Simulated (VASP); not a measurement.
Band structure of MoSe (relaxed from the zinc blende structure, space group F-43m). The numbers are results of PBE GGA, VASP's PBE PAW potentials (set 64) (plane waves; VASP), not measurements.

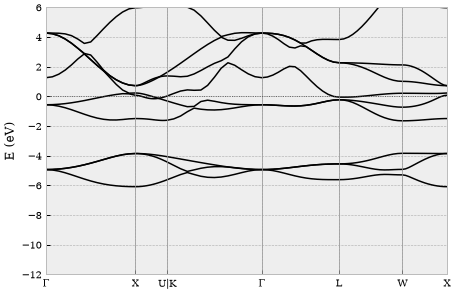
Figure. Bands along high-symmetry lines, zero at the valence-band maximum or, without a gap, the Fermi level

**Question.** Read the plot: is there a gap, and where are the band edges?

**Answer.** It has no gap at this level: it comes out as a metal or semimetal. (Edges off the drawn lines would not show.)

The structure was generated: MoSe was put into the zinc blende type (F-43m), which need not be its known phase. It was relaxed first, which changed the volume by -29 %.
